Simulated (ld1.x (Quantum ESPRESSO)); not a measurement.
**Ti: pseudopotential generation (part 2 of 2)**

Continued. System: titanium (Ti, Z = 22), core [Ne], reference valence 3s2 3p6 3d2 4s0 4p0 (an ion of charge +2), valence charge 12. Method: RRKJ potential, BP86, scalar-relativistic, made with ld1.x (Quantum ESPRESSO) 7.5.

## Output of the test run (extracts), continued
```
     ---------------------- End of pseudopotential test ----------------------

     ---------------------- Testing the pseudopotential ----------------------

     Ti
     scalar relativistic calculation

     atomic number is 22.00   valence charge is 12.00
     dft =BP   lsd =0 sic =0 latt =0  beta=0.20 tr2=1.0E-14
     mesh =1177 r(mesh) = 100.37945 xmin = -7.00 dx = 0.01250

     n l     nl             e AE (Ry)        e PS (Ry)    De AE-PS (Ry)
     1 0     3S   1( 2.00)       -4.86456       -4.72326       -0.14129  !
     2 1     3P   1( 6.00)       -3.11821       -2.98917       -0.12903  !
     3 2     3D   1( 2.00)       -0.57275       -0.47780       -0.09495  !
     2 0     4S   1( 1.50)       -0.55046       -0.62611        0.07565  !
     3 1     4P   1( 0.00)       -0.29758       -0.28362       -0.01396  !

     eps = 4.4E-15  iter = 48

     Etot =   -1707.592730 Ry,    -853.796365 Ha,  -23232.982665 eV
     Etotps =  -114.613902 Ry,     -57.306951 Ha,   -1559.401581 eV
     dEtot_ae =      -1.335201 Ry
     dEtot_ps =      -1.525592 Ry,   Delta E=       0.190391 Ry

     Ekin =      42.860672 Ry,      21.430336 Ha,     583.149148 eV
     Encl =    -221.798265 Ry,    -110.899132 Ha,   -3017.719125 eV
     Ehrt =      89.173662 Ry,      44.586831 Ha,    1213.269486 eV
     Ecxc =     -14.128507 Ry,      -7.064254 Ha,    -192.228132 eV
     (Ecc =      -0.134894 Ry,      -0.067447 Ha,      -1.835320 eV)
     Epseu=     -10.721465 Ry,      -5.360732 Ha,    -145.872958 eV

     ---------------------- End of pseudopotential test ----------------------

     ---------------------- Testing the pseudopotential ----------------------

     Ti
     scalar relativistic calculation

     atomic number is 22.00   valence charge is 12.00
     dft =BP   lsd =0 sic =0 latt =0  beta=0.20 tr2=1.0E-14
     mesh =1177 r(mesh) = 100.37945 xmin = -7.00 dx = 0.01250

     n l     nl             e AE (Ry)        e PS (Ry)    De AE-PS (Ry)
     1 0     3S   1( 1.00)       -5.68448       -5.52934       -0.15514  !
     2 1     3P   1( 6.00)       -3.91306       -3.74139       -0.17167  !
     3 2     3D   1( 2.00)       -1.27031       -1.05104       -0.21927  !
     2 0     4S   1( 2.00)       -0.90420       -1.02541        0.12121  !
     3 1     4P   1( 0.00)       -0.58472       -0.56841       -0.01631  !

     eps = 5.6E-15  iter = 62

     Etot =   -1702.689014 Ry,    -851.344507 Ha,  -23166.264203 eV
     Etotps =  -109.905155 Ry,     -54.952578 Ha,   -1495.335813 eV
     dEtot_ae =       3.568515 Ry
     dEtot_ps =       3.183155 Ry,   Delta E=       0.385360 Ry

     Ekin =      45.426577 Ry,      22.713289 Ha,     618.060070 eV
     Encl =    -211.546491 Ry,    -105.773245 Ha,   -2878.236633 eV
     Ehrt =      81.359693 Ry,      40.679847 Ha,    1106.955019 eV
     Ecxc =     -13.281927 Ry,      -6.640963 Ha,    -180.709816 eV
     (Ecc =      -0.134894 Ry,      -0.067447 Ha,      -1.835320 eV)
     Epseu=     -11.863008 Ry,      -5.931504 Ha,    -161.404452 eV

     ---------------------- End of pseudopotential test ----------------------

     ---------------------- Testing the pseudopotential ----------------------

     Ti
     scalar relativistic calculation

     atomic number is 22.00   valence charge is 12.00
     dft =BP   lsd =0 sic =0 latt =0  beta=0.20 tr2=1.0E-14
     mesh =1177 r(mesh) = 100.37945 xmin = -7.00 dx = 0.01250

     n l     nl             e AE (Ry)        e PS (Ry)    De AE-PS (Ry)
     1 0     3S   1( 2.00)       -4.79689       -4.73414       -0.06275  !
     2 1     3P   1( 6.00)       -3.04975       -2.99140       -0.05835  !
     3 2     3D   1( 2.00)       -0.49357       -0.44535       -0.04823  !
     2 0     4S   1( 0.00)       -0.44089       -0.54763        0.10674  !
     3 1     4P   1( 2.00)       -0.19729       -0.20219        0.00490

     eps = 8.2E-15  iter = 87

     Etot =   -1707.346894 Ry,    -853.673447 Ha,  -23229.637891 eV
     Etotps =  -114.225029 Ry,     -57.112515 Ha,   -1554.110692 eV
     dEtot_ae =      -1.089365 Ry
     dEtot_ps =      -1.136719 Ry,   Delta E=       0.047354 Ry

     Ekin =      43.450316 Ry,      21.725158 Ha,     591.171672 eV
     Encl =    -221.683975 Ry,    -110.841987 Ha,   -3016.164132 eV
     Ehrt =      89.330702 Ry,      44.665351 Ha,    1215.406123 eV
     Ecxc =     -14.081784 Ry,      -7.040892 Ha,    -191.592427 eV
     (Ecc =      -0.134894 Ry,      -0.067447 Ha,      -1.835320 eV)
     Epseu=     -11.240289 Ry,      -5.620145 Ha,    -152.931928 eV

     ---------------------- End of pseudopotential test ----------------------
```

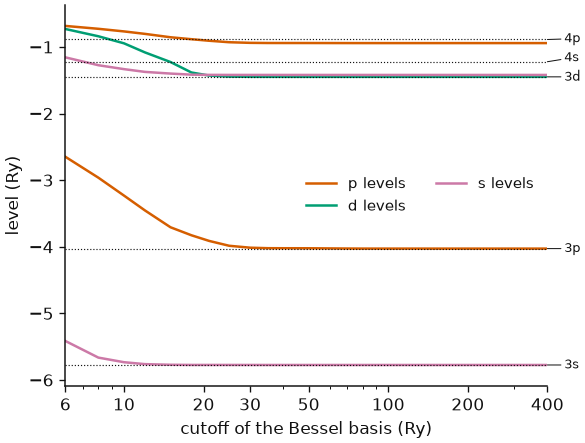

Figure 1. The pseudo-atom Hamiltonian at the reference potential is diagonalised in spherical Bessel functions (20 bohr box) up to the cutoff. Curves: the lowest levels of each channel that holds a bound state. Dotted lines: the all-electron valence levels.

- Ghost states: no ghost state below the valence levels in the p, d, s, f channels. Not every valence level is met: 4p ends 0.054 Ry too low, 4s ends 0.198 Ry too low at the highest cutoff, where a miss can come from the basis as well as from the potential.
- All-electron valence levels: 3p: -4.0 Ry; 4p: -0.89 Ry; 3d: -1.45 Ry; 3s: -5.8 Ry; 4s: -1.22 Ry.

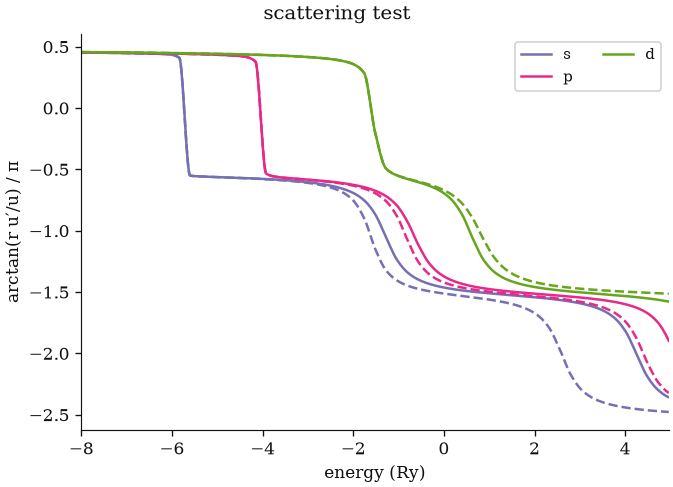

Figure 2. Unwrapped phase arctan(r u′/u) in units of π against energy, all-electron (solid) and pseudo (dashed); the pseudo phase is matched to the all-electron one at the reference energy. Here u = r R(r). A near-vertical step is a level narrower than the spacing of the points behind the curves.

- Ghost states: Going away from the reference energies, the phases part by more than π/2 in: s at about 2.7 Ry (above its reference energy, pseudo phase lower). Such a step is either a state that only one of the two atoms has or an ordinary level shifted in energy. The separate test gives: no ghost state below the valence levels in the p, d, s, f channels.
- Range over which the phases agree within 0.05 rad: s: up to about -2.5 Ry; p: up to about -1.6 Ry; d: up to about -0.2 Ry.

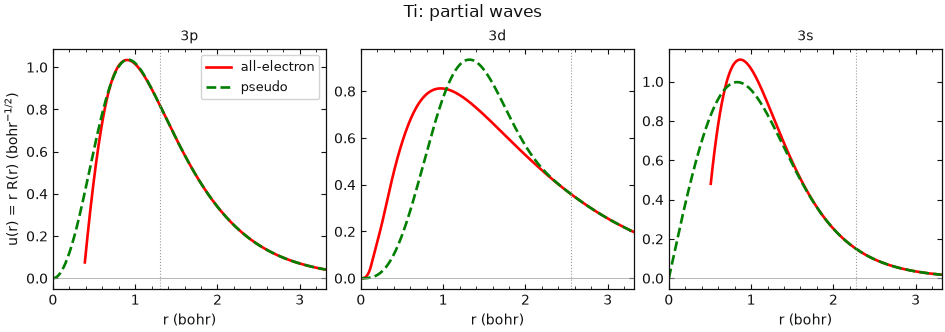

Figure 3. All-electron valence functions (solid) with their pseudo partners (dashed). Dotted lines mark the matching radii. The innermost oscillations of some all-electron curves aren't drawn. Pseudo-waves: 3p has no node; 3d has no node; 3s has no node.

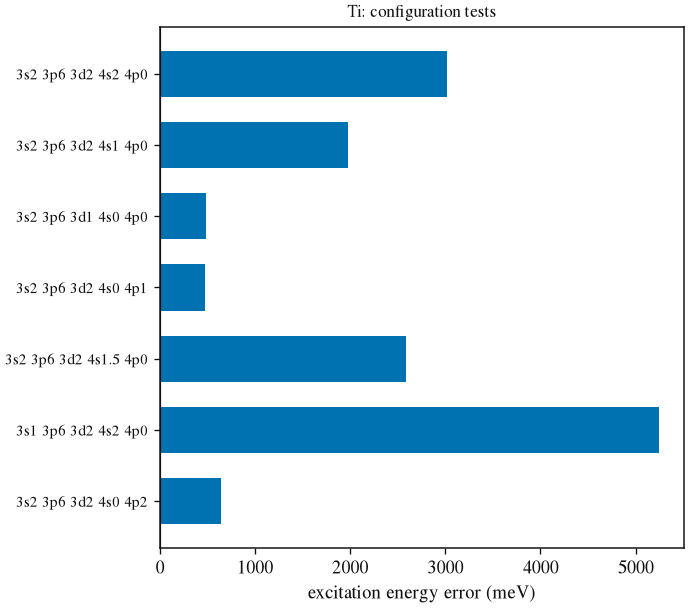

Figure 4. Errors, all-electron minus pseudo, of the energies of valence configurations relative to the unpolarised reference 3s2 3p6 3d2 4s0 4p0.

- Worst configuration: 3s1 3p6 3d2 4s2 4p0 (charge +1): the error is +5243 meV on an all-electron energy of +48.55 eV relative to the reference, or 11 %.
- Configurations within 10 meV and within 50 meV: 0 and 0 of 7.

## Key numbers

- outcome: generated; ld1.x warns of wrong node counts
- cutoffs needed: 70 Ry and 90 Ry (the cutoffs, on a coarse ladder, from which the occupation-weighted sum of valence levels, in a spherical-Bessel basis at the reference potential, stays within 10 and 1 mRy of its value at 400 Ry); ghost states and empty shells don't enter this sum
- ghost test: no ghost state below the valence levels in the p, d, s, f channels (spherical-Bessel basis up to 400 Ry, 20 bohr box)
- largest excitation error: +5243 meV (all-electron minus pseudo) for 3s1 3p6 3d2 4s2 4p0, out of 7 test configurations
- range over which the phases arctan(r u′/u) at the test radius agree within 0.05 rad (a looser test near the poles than one of phase shifts): s: up to about -2.5 Ry; p: up to about -1.6 Ry; d: up to about -0.2 Ry
- hardware: 1 CPU thread, shared host
- wall time: 2.6 s

## Remarks

An excitation error of 5243 meV in its own tests makes this a poorly transferable potential. In the reference test the empty 4s level comes out at −1.420 Ry against −1.222 Ry all-electron. ld1.x warns that it found 1 node in place of 0 for 3p. It picks states by counting nodes, so it can end on another state than the one meant. The reference test prints no difference at all for 3p, which can mean that ld1.x kept the all-electron value without solving for the state; the Bessel test puts 3p at −4.0275 Ry against −4.0275 Ry.
